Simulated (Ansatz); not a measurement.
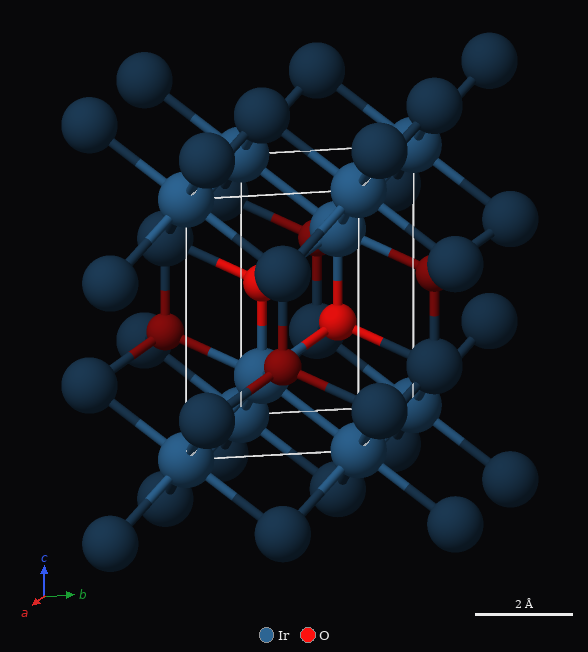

The image is a ball-and-stick drawing of a crystal, viewed slightly off an axis. The frame is the conventional unit cell; atoms at its boundary are shown with their periodic copies. The first bonded neighbours in the surrounding cells are also shown, in fainter colours.

Cell constants: a = 3.67 Å, b = 3.67 Å, c = 5.63 Å, α = 90.00°, β = 90.00°, γ = 120.00°.

Connected in the drawing: Ir–Ir up to 2.59 Å, Ir–O up to 2.54 Å (cut-off distances).

### What is the formula unit?

Ir₃O₂. The cell holds 3 Ir, 2 O, counting shared atoms by their share.

### Which of the 230 space groups is it?

P-3m1 (No. 164), with Ir on 1a, Ir on 2d and O on 2d.

### Give the coordination number of each element.

The bond counts per atom are Ir 6 to 7 (mean 6.7) and O 4.

The model was built from a textbook structure type filled with these elements (whether it is the usual form wasn't checked). It is drawn as it came out of a relaxation with DFT PBE, scalar-relativistic, plane waves, PAW in Ansatz.
